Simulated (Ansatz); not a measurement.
# Molecular dynamics, with input and output: HfH$_{2}$ClO$_{2}$F (part 2 of 2)

HfH$_{2}$ClO$_{2}$F; RKS PBE0/def2-SVP (Ansatz 0.2.0). It belongs to a series of runs on one base structure; here: dynamics from the start.

Geometry of the input (Å):
```
Hf -0.1536  -0.1606  -0.0798
O  -0.3800  -0.1314  1.8148
H  -0.3990  -0.1189  2.7698
O  1.6864  -0.3620  -0.5442
H  2.6271  -0.4551  -0.6809
F  -0.7792  1.5031  -0.7905
Cl -1.4103  -1.9490  -1.0059
```

The program's output, continued:
```
md step   117: t =    58.50 fs  T =    83.0 K  F+E_penalty+E_count = -20660.38024610 eV  E_kin = 0.053628 eV  conserved = -20660.32661786 eV  (32 SCF iters)
md step   118: t =    59.00 fs  T =    65.4 K  F+E_penalty+E_count = -20660.36838097 eV  E_kin = 0.042280 eV  conserved = -20660.32610072 eV  (32 SCF iters)
md step   119: t =    59.50 fs  T =    54.5 K  F+E_penalty+E_count = -20660.36098634 eV  E_kin = 0.035252 eV  conserved = -20660.32573463 eV  (32 SCF iters)
md step   120: t =    60.00 fs  T =    58.5 K  F+E_penalty+E_count = -20660.36359574 eV  E_kin = 0.037795 eV  conserved = -20660.32580098 eV  (32 SCF iters)
md step   121: t =    60.50 fs  T =    75.8 K  F+E_penalty+E_count = -20660.37520857 eV  E_kin = 0.048959 eV  conserved = -20660.32624962 eV  (32 SCF iters)
md step   122: t =    61.00 fs  T =    96.4 K  F+E_penalty+E_count = -20660.38902395 eV  E_kin = 0.062277 eV  conserved = -20660.32674684 eV  (32 SCF iters)
md step   123: t =    61.50 fs  T =   108.9 K  F+E_penalty+E_count = -20660.39735950 eV  E_kin = 0.070383 eV  conserved = -20660.32697656 eV  (32 SCF iters)
md step   124: t =    62.00 fs  T =   107.7 K  F+E_penalty+E_count = -20660.39646226 eV  E_kin = 0.069608 eV  conserved = -20660.32685388 eV  (32 SCF iters)
md step   125: t =    62.50 fs  T =    95.1 K  F+E_penalty+E_count = -20660.38798196 eV  E_kin = 0.061479 eV  conserved = -20660.32650271 eV  (32 SCF iters)
md step   126: t =    63.00 fs  T =    79.1 K  F+E_penalty+E_count = -20660.37722236 eV  E_kin = 0.051102 eV  conserved = -20660.32612055 eV  (32 SCF iters)
md step   127: t =    63.50 fs  T =    68.4 K  F+E_penalty+E_count = -20660.37010515 eV  E_kin = 0.044233 eV  conserved = -20660.32587233 eV  (32 SCF iters)
md step   128: t =    64.00 fs  T =    69.1 K  F+E_penalty+E_count = -20660.37052462 eV  E_kin = 0.044677 eV  conserved = -20660.32584785 eV  (32 SCF iters)
md step   129: t =    64.50 fs  T =    81.7 K  F+E_penalty+E_count = -20660.37886366 eV  E_kin = 0.052808 eV  conserved = -20660.32605582 eV  (32 SCF iters)
md step   130: t =    65.00 fs  T =   101.2 K  F+E_penalty+E_count = -20660.39185314 eV  E_kin = 0.065430 eV  conserved = -20660.32642310 eV  (31 SCF iters)
md step   131: t =    65.50 fs  T =   119.1 K  F+E_penalty+E_count = -20660.40378072 eV  E_kin = 0.076981 eV  conserved = -20660.32679962 eV  (30 SCF iters)
md step   132: t =    66.00 fs  T =   126.8 K  F+E_penalty+E_count = -20660.40891629 eV  E_kin = 0.081927 eV  conserved = -20660.32698928 eV  (32 SCF iters)
md step   133: t =    66.50 fs  T =   120.3 K  F+E_penalty+E_count = -20660.40456103 eV  E_kin = 0.077721 eV  conserved = -20660.32684032 eV  (32 SCF iters)
md step   134: t =    67.00 fs  T =   103.5 K  F+E_penalty+E_count = -20660.39325386 eV  E_kin = 0.066872 eV  conserved = -20660.32638218 eV  (32 SCF iters)
md step   135: t =    67.50 fs  T =    87.0 K  F+E_penalty+E_count = -20660.38212819 eV  E_kin = 0.056238 eV  conserved = -20660.32588975 eV  (32 SCF iters)
md step   136: t =    68.00 fs  T =    81.9 K  F+E_penalty+E_count = -20660.37867136 eV  E_kin = 0.052948 eV  conserved = -20660.32572346 eV  (32 SCF iters)
md step   137: t =    68.50 fs  T =    91.9 K  F+E_penalty+E_count = -20660.38538750 eV  E_kin = 0.059372 eV  conserved = -20660.32601560 eV  (32 SCF iters)
md step   138: t =    69.00 fs  T =   110.4 K  F+E_penalty+E_count = -20660.39787072 eV  E_kin = 0.071331 eV  conserved = -20660.32653999 eV  (32 SCF iters)
md step   139: t =    69.50 fs  T =   125.6 K  F+E_penalty+E_count = -20660.40811606 eV  E_kin = 0.081188 eV  conserved = -20660.32692756 eV  (32 SCF iters)
md step   140: t =    70.00 fs  T =   128.5 K  F+E_penalty+E_count = -20660.41002263 eV  E_kin = 0.083055 eV  conserved = -20660.32696783 eV  (32 SCF iters)
md step   141: t =    70.50 fs  T =   117.6 K  F+E_penalty+E_count = -20660.40271445 eV  E_kin = 0.076016 eV  conserved = -20660.32669848 eV  (32 SCF iters)
md step   142: t =    71.00 fs  T =    98.8 K  F+E_penalty+E_count = -20660.39015598 eV  E_kin = 0.063855 eV  conserved = -20660.32630111 eV  (32 SCF iters)
md step   143: t =    71.50 fs  T =    81.2 K  F+E_penalty+E_count = -20660.37844237 eV  E_kin = 0.052475 eV  conserved = -20660.32596771 eV  (31 SCF iters)
md step   144: t =    72.00 fs  T =    72.6 K  F+E_penalty+E_count = -20660.37277768 eV  E_kin = 0.046950 eV  conserved = -20660.32582783 eV  (32 SCF iters)
md step   145: t =    72.50 fs  T =    76.5 K  F+E_penalty+E_count = -20660.37536331 eV  E_kin = 0.049434 eV  conserved = -20660.32592899 eV  (32 SCF iters)
md step   146: t =    73.00 fs  T =    90.3 K  F+E_penalty+E_count = -20660.38460755 eV  E_kin = 0.058372 eV  conserved = -20660.32623580 eV  (32 SCF iters)
md step   147: t =    73.50 fs  T =   106.9 K  F+E_penalty+E_count = -20660.39571403 eV  E_kin = 0.069083 eV  conserved = -20660.32663125 eV  (32 SCF iters)
md step   148: t =    74.00 fs  T =   117.1 K  F+E_penalty+E_count = -20660.40259784 eV  E_kin = 0.075666 eV  conserved = -20660.32693142 eV  (32 SCF iters)
md step   149: t =    74.50 fs  T =   114.3 K  F+E_penalty+E_count = -20660.40080147 eV  E_kin = 0.073855 eV  conserved = -20660.32694660 eV  (32 SCF iters)
md step   150: t =    75.00 fs  T =    98.6 K  F+E_penalty+E_count = -20660.39035870 eV  E_kin = 0.063753 eV  conserved = -20660.32660589 eV  (29 SCF iters)
md step   151: t =    75.50 fs  T =    78.3 K  F+E_penalty+E_count = -20660.37669563 eV  E_kin = 0.050618 eV  conserved = -20660.32607728 eV  (32 SCF iters)
md step   152: t =    76.00 fs  T =    65.3 K  F+E_penalty+E_count = -20660.36792374 eV  E_kin = 0.042203 eV  conserved = -20660.32572076 eV  (32 SCF iters)
md step   153: t =    76.50 fs  T =    67.5 K  F+E_penalty+E_count = -20660.36943202 eV  E_kin = 0.043621 eV  conserved = -20660.32581068 eV  (32 SCF iters)
md step   154: t =    77.00 fs  T =    82.9 K  F+E_penalty+E_count = -20660.37986693 eV  E_kin = 0.053591 eV  conserved = -20660.32627549 eV  (32 SCF iters)
md step   155: t =    77.50 fs  T =   101.2 K  F+E_penalty+E_count = -20660.39217661 eV  E_kin = 0.065409 eV  conserved = -20660.32676719 eV  (32 SCF iters)
md step   156: t =    78.00 fs  T =   111.0 K  F+E_penalty+E_count = -20660.39874344 eV  E_kin = 0.071769 eV  conserved = -20660.32697448 eV  (32 SCF iters)
md step   157: t =    78.50 fs  T =   107.2 K  F+E_penalty+E_count = -20660.39613679 eV  E_kin = 0.069309 eV  conserved = -20660.32682754 eV  (32 SCF iters)
md step   158: t =    79.00 fs  T =    92.7 K  F+E_penalty+E_count = -20660.38636709 eV  E_kin = 0.059905 eV  conserved = -20660.32646231 eV  (32 SCF iters)
md step   159: t =    79.50 fs  T =    75.6 K  F+E_penalty+E_count = -20660.37495020 eV  E_kin = 0.048870 eV  conserved = -20660.32608036 eV  (32 SCF iters)
md step   160: t =    80.00 fs  T =    64.9 K  F+E_penalty+E_count = -20660.36780106 eV  E_kin = 0.041957 eV  conserved = -20660.32584447 eV  (32 SCF iters)
md step   161: t =    80.50 fs  T =    66.2 K  F+E_penalty+E_count = -20660.36861791 eV  E_kin = 0.042779 eV  conserved = -20660.32583920 eV  (32 SCF iters)
md step   162: t =    81.00 fs  T =    79.6 K  F+E_penalty+E_count = -20660.37748442 eV  E_kin = 0.051419 eV  conserved = -20660.32606563 eV  (32 SCF iters)
md step   163: t =    81.50 fs  T =    99.7 K  F+E_penalty+E_count = -20660.39084893 eV  E_kin = 0.064406 eV  conserved = -20660.32644255 eV  (32 SCF iters)
md step   164: t =    82.00 fs  T =   117.7 K  F+E_penalty+E_count = -20660.40286477 eV  E_kin = 0.076052 eV  conserved = -20660.32681262 eV  (32 SCF iters)
md step   165: t =    82.50 fs  T =   125.2 K  F+E_penalty+E_count = -20660.40792513 eV  E_kin = 0.080947 eV  conserved = -20660.32697826 eV  (32 SCF iters)
these checks for a lower state are left out or cut short: starts, cluster_reference, orbital_swaps, neighbouring_geometries, increment
1037 factors; integrals over basis functions are off by at most 3.0e-4 eV
mean field -20660.40372181 eV, -759.2558326518 hartree, gradient 1.3e-5 eV, S^2 0.000000; 0 other end points of the search recorded, 0 dependent functions left out
the calculation of the forces begins
reference -20660.40377866 eV, -759.2558347411 hartree; 28, 28 occupied and 74, 74 virtual orbitals, 1037 factors
1037 factors; integrals over basis functions are off by at most 3.0e-4 eV
mean field evaluation 1344: about -20660.4037 eV, gradient 8.6e-4 eV
mean field -20660.40372181 eV, -759.2558326518 hartree, gradient 1.3e-5 eV, S^2 0.000000; 1 other end points of the search recorded, 0 dependent functions left out
the calculation of the forces begins
reference -20660.40377866 eV, -759.2558347411 hartree; 28, 28 occupied and 74, 74 virtual orbitals, 1037 factors
md step   166: t =    83.00 fs  T =   119.0 K  F+E_penalty+E_count = -20660.40372181 eV  E_kin = 0.076924 eV  conserved = -20660.32679824 eV  (29 SCF iters)
```

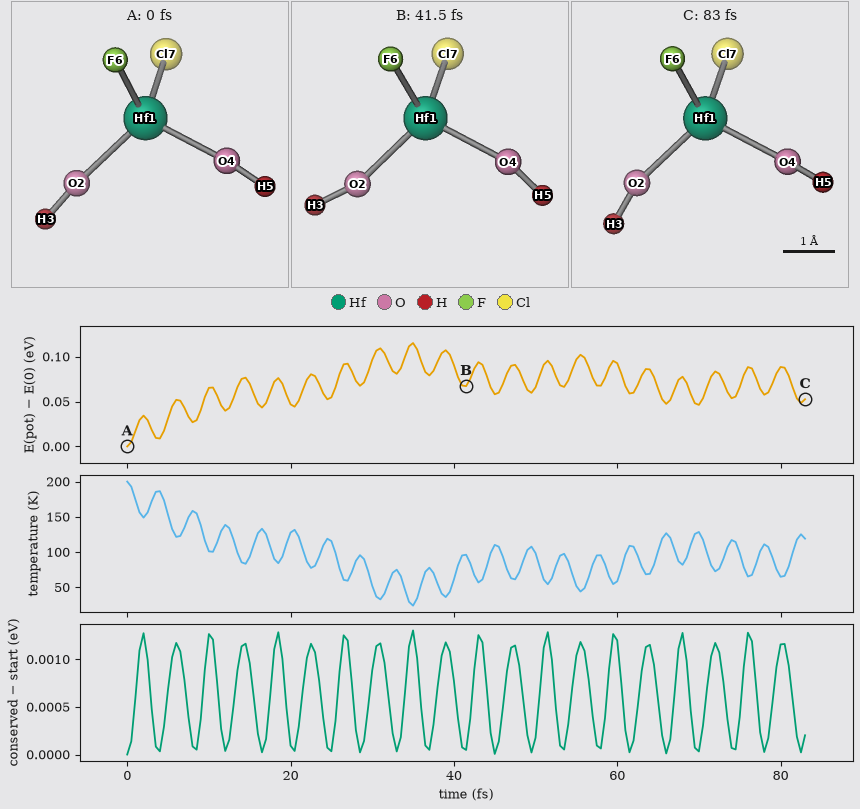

Fig. 1: Frames of the molecular dynamics (ball-and-stick, seen at a tilt) above the curves, on which the letters mark them. The trajectory kept here has 167 frames over 83 fs. The temperature starts at 200 K, ranges from 24 to 200 K and averages 88 K over the second half. The potential energy ends 0.053 eV above its first value. The conserved quantity stays within 0.0013 eV. After an unweighted best fit of the last frame on the first, the root-mean-square displacement is 0.09 Å, and O4 has moved furthest (0.16 Å).

```
Total energy: -20660.40377866 eV, -759.2558347411 hartree
Atom 0 at    -0.151256    -0.154621    -0.077043 Å, force    -0.573373    -0.256976    -0.555254 eV/Å
Atom 1 at    -0.364489    -0.086657     1.799281 Å, force    -0.116091     0.022350    -0.101206 eV/Å
Atom 2 at    -0.208325    -0.139501     2.726689 Å, force     0.076127    -0.039151     0.830130 eV/Å
Atom 3 at     1.664023    -0.475838    -0.524466 Å, force     0.202257     0.177476    -0.047178 eV/Å
Atom 4 at     2.580734    -0.341439    -0.732982 Å, force     0.373570    -0.048762    -0.087481 eV/Å
Atom 5 at    -0.845507     1.486719    -0.768644 Å, force     0.089428     0.167897    -0.092305 eV/Å
Atom 6 at    -1.387662    -1.942071    -1.030828 Å, force    -0.051919    -0.022833     0.053295 eV/Å
Dipole moment:     0.689795     0.116513     0.491820 e Å
```

Trajectory as extended XYZ (Å, eV, eV/Å), 13 of the 167 frames kept, from step=0 to step=166:
```
7
Properties=species:S:1:pos:R:3:forces:R:3 step=0 time_fs=0.0 energy=-20660.45626 temperature=200.0
Hf   -0.1536   -0.1606   -0.0798    0.0133   0.0017   0.0119
O    -0.3800   -0.1314    1.8148   -0.0007  -0.0014   0.0000
H    -0.3990   -0.1189    2.7698    0.0006   0.0005  -0.0080
O     1.6864   -0.3620   -0.5442   -0.0020  -0.0006   0.0008
H     2.6271   -0.4551   -0.6809   -0.0052   0.0007   0.0004
F    -0.7792    1.5031   -0.7905   -0.0025   0.0031  -0.0024
Cl   -1.4103   -1.9490   -1.0059   -0.0035  -0.0040  -0.0027
7
Properties=species:S:1:pos:R:3:forces:R:3 step=14 time_fs=7.0 energy=-20660.41313 temperature=134.5
Hf   -0.1551   -0.1609   -0.0823    0.5390   0.1799   0.5520
O    -0.3659   -0.1169    1.8338   -0.2054   0.0173   0.7558
H    -0.5101   -0.0679    2.8042    0.2336  -0.0744  -1.4042
O     1.7051   -0.3808   -0.5456   -0.0492  -0.0824   0.0389
H     2.6374   -0.6130   -0.6401   -0.5388   0.1672   0.0632
F    -0.8027    1.5064   -0.7785    0.0789  -0.1554   0.0128
Cl   -1.4024   -1.9444   -1.0098   -0.0581  -0.0523  -0.0186
7
Properties=species:S:1:pos:R:3:forces:R:3 step=28 time_fs=14.0 energy=-20660.38109 temperature=85.5
Hf   -0.1552   -0.1608   -0.0834    0.6193   0.2792   0.6441
O    -0.3519   -0.1038    1.8374   -0.4540   0.0491   0.9285
H    -0.6057   -0.0200    2.7896    0.4728  -0.1499  -1.6461
O     1.7094   -0.3986   -0.5446   -0.0349  -0.1798   0.0647
H     2.6116   -0.7476   -0.5921   -0.6254   0.3018   0.0413
F    -0.8241    1.5058   -0.7662    0.1283  -0.1958  -0.0044
Cl   -1.3951   -1.9404   -1.0139   -0.1060  -0.1047  -0.0280
7
Properties=species:S:1:pos:R:3:forces:R:3 step=42 time_fs=21.0 energy=-20660.40544 temperature=121.8
Hf   -0.1537   -0.1599   -0.0829    0.2612   0.2645   0.2694
O    -0.3396   -0.0931    1.8231   -0.3585  -0.0118   0.5168
H    -0.6675    0.0200    2.7291    0.3195  -0.1015  -0.7108
O     1.6968   -0.4156   -0.5408    0.0131  -0.1256   0.0206
H     2.5592   -0.8411   -0.5410   -0.2244   0.2124  -0.0091
F    -0.8424    1.5006   -0.7540    0.1284  -0.0883  -0.0612
Cl   -1.3893   -1.9377   -1.0183   -0.1393  -0.1496  -0.0256
7
Properties=species:S:1:pos:R:3:forces:R:3 step=55 time_fs=27.5 energy=-20660.37253 temperature=71.6
Hf   -0.1517   -0.1584   -0.0817   -0.2234   0.1647  -0.2349
O    -0.3316   -0.0854    1.8054    0.3952  -0.2995  -0.9911
H    -0.6863    0.0471    2.6557   -0.5037   0.1996   1.4687
O     1.6793   -0.4318   -0.5365   -0.1665   0.1728  -0.0929
H     2.5110   -0.8837   -0.4989    0.5429  -0.1510  -0.0138
F    -0.8566    1.4937   -0.7440    0.1024   0.0742  -0.1281
Cl   -1.3855   -1.9370   -1.0226   -0.1469  -0.1607  -0.0080
7
Properties=species:S:1:pos:R:3:forces:R:3 step=69 time_fs=34.5 energy=-20660.34488 temperature=29.4
Hf   -0.1502   -0.1565   -0.0810   -0.5039   0.0080  -0.4815
O    -0.3272   -0.0799    1.7967    0.4979  -0.3648  -0.9511
H    -0.6876    0.0729    2.6360   -0.6351   0.2785   1.7628
O     1.6684   -0.4511   -0.5341    0.0270   0.2055  -0.1659
H     2.5024   -0.8912   -0.4676    0.6614  -0.2007  -0.0047
F    -0.8694    1.4882   -0.7364    0.0834   0.2002  -0.1819
Cl   -1.3832   -1.9383   -1.0274   -0.1307  -0.1268   0.0222
7
Properties=species:S:1:pos:R:3:forces:R:3 step=83 time_fs=41.5 energy=-20660.38915 temperature=96.2
Hf   -0.1499   -0.1545   -0.0816   -0.2987  -0.1405  -0.1553
O    -0.3280   -0.0766    1.8073   -0.0045  -0.1377  -0.0419
H    -0.6673    0.0934    2.6768   -0.0825   0.0429   0.4240
O     1.6739   -0.4724   -0.5354    0.1398   0.0970  -0.0743
H     2.5413   -0.8588   -0.4557    0.2236   0.0059  -0.0305
F    -0.8802    1.4876   -0.7332    0.1116   0.1753  -0.1827
Cl   -1.3828   -1.9412   -1.0320   -0.0893  -0.0430   0.0607
7
Properties=species:S:1:pos:R:3:forces:R:3 step=97 time_fs=48.5 energy=-20660.38333 temperature=88.0
Hf   -0.1503   -0.1529   -0.0826    0.1127  -0.2297   0.3673
O    -0.3330   -0.0754    1.8271   -0.3798   0.1308   0.7358
H    -0.6185    0.1021    2.7455    0.3732  -0.2403  -1.0918
O     1.6880   -0.4931   -0.5384    0.1438   0.0744   0.0837
H     2.6030   -0.7868   -0.4643   -0.3954   0.1806  -0.0630
F    -0.8881    1.4911   -0.7346    0.1819   0.0260  -0.1318
Cl   -1.3835   -1.9448   -1.0357   -0.0364   0.0582   0.0997
7
Properties=species:S:1:pos:R:3:forces:R:3 step=111 time_fs=55.5 energy=-20660.35424 temperature=44.0
Hf   -0.1505   -0.1518   -0.0826    0.3040  -0.2570   0.5928
O    -0.3402   -0.0760    1.8379   -0.3221   0.2167   0.9364
H    -0.5400    0.0902    2.7931    0.3632  -0.3202  -1.6893
O     1.6962   -0.5084   -0.5397    0.0961   0.2073   0.1535
H     2.6481   -0.6816   -0.4909   -0.6999   0.1441  -0.0565
F    -0.8914    1.4952   -0.7391    0.2505  -0.1236  -0.0662
Cl   -1.3847   -1.9476   -1.0381    0.0084   0.1327   0.1292
7
Properties=species:S:1:pos:R:3:forces:R:3 step=124 time_fs=62.0 energy=-20660.39646 temperature=107.7
Hf   -0.1500   -0.1515   -0.0812    0.1284  -0.2636   0.3826
O    -0.3470   -0.0779    1.8319   -0.0182   0.0335  -0.0651
H    -0.4497    0.0560    2.7816    0.0574  -0.1070  -0.5138
O     1.6910   -0.5144   -0.5375   -0.2325   0.3528   0.1114
H     2.6493   -0.5695   -0.5288   -0.2406  -0.0035  -0.0302
F    -0.8890    1.4963   -0.7448    0.2759  -0.1679  -0.0271
Cl   -1.3857   -1.9485   -1.0388    0.0297   0.1557   0.1421
7
Properties=species:S:1:pos:R:3:forces:R:3 step=138 time_fs=69.0 energy=-20660.39787 temperature=110.4
Hf   -0.1492   -0.1518   -0.0789   -0.3412  -0.2751  -0.1991
O    -0.3531   -0.0808    1.8120    0.0222  -0.1017  -1.1025
H    -0.3557    0.0020    2.7434   -0.0242   0.0708   1.2197
O     1.6749   -0.5105   -0.5323   -0.3236   0.3097   0.0360
H     2.6213   -0.4586   -0.5822    0.4008  -0.0449  -0.0583
F    -0.8798    1.4937   -0.7516    0.2443  -0.0824  -0.0292
Cl   -1.3865   -1.9476   -1.0377    0.0217   0.1236   0.1334
7
Properties=species:S:1:pos:R:3:forces:R:3 step=152 time_fs=76.0 energy=-20660.36792 temperature=65.3
Hf   -0.1494   -0.1528   -0.0771   -0.7165  -0.2831  -0.6895
O    -0.3586   -0.0839    1.7956   -0.1712  -0.0288  -1.1955
H    -0.2741   -0.0645    2.7157    0.1272   0.0221   1.9783
O     1.6617   -0.4970   -0.5269   -0.0955   0.1851  -0.0100
H     2.5904   -0.3786   -0.6502    0.6975  -0.0184  -0.1212
F    -0.8647    1.4893   -0.7593    0.1692   0.0696  -0.0637
Cl   -1.3870   -1.9452   -1.0349   -0.0107   0.0535   0.1016
7
Properties=species:S:1:pos:R:3:forces:R:3 step=166 time_fs=83.0 energy=-20660.40372 temperature=119.0
Hf   -0.1513   -0.1546   -0.0770   -0.5734  -0.2570  -0.5553
O    -0.3645   -0.0867    1.7993   -0.1161   0.0223  -0.1012
H    -0.2083   -0.1395    2.7267    0.0761  -0.0392   0.8301
O     1.6640   -0.4758   -0.5245    0.2023   0.1775  -0.0472
H     2.5807   -0.3414   -0.7330    0.3736  -0.0488  -0.0875
F    -0.8455    1.4867   -0.7686    0.0894   0.1679  -0.0923
Cl   -1.3877   -1.9421   -1.0308   -0.0519  -0.0228   0.0533
```
